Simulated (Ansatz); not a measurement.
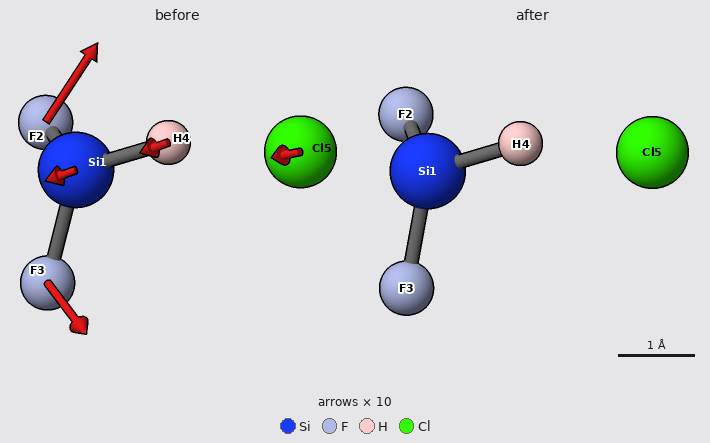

The structure of SiHClF2 before (left) and after (right) a constrained relaxation, at one scale. The red arrows give the displacements, 10 times their true length.

Style: ball-and-stick. Shown at a tilt.

The reaction that was planned forms Si1–H4, Si1–Cl5 and breaks H4–Cl5 (atoms numbered from 1 in input order).

The calculation used RKS PBE0-D4/def2-SVP (Ansatz). Settings: held fixed: the distance between atoms 1 (Si) and 4 (H), the distance between atoms 1 (Si) and 5 (Cl), the distance between atoms 4 (H) and 5 (Cl), counting from 1; force threshold 0.04 eV/Å; at most 150 steps.

Summarise the run.

Answer. Over 3 accepted moves (4 points after the start) the energy falls by 2.73 kcal/mol. The largest force component goes from 0.76 to 0.0045 eV/Å. The line search rejected the trial step at point 2 of the run. F2 moves most after the best rigid fit: 0.13 Å. Largest moves by element: F 0.13 Å, Cl 0.05 Å, Si 0.05 Å, H 0.05 Å. Among the contacts that change: Si1–F2 1.592 → 1.602 Å. Bond angles that change, for instance: F2–Si1–F3 95.7° → 105.7°, F2–Si1–H4 124.3° → 118.3°, F3–Si1–H4 123.3° → 118.2°.
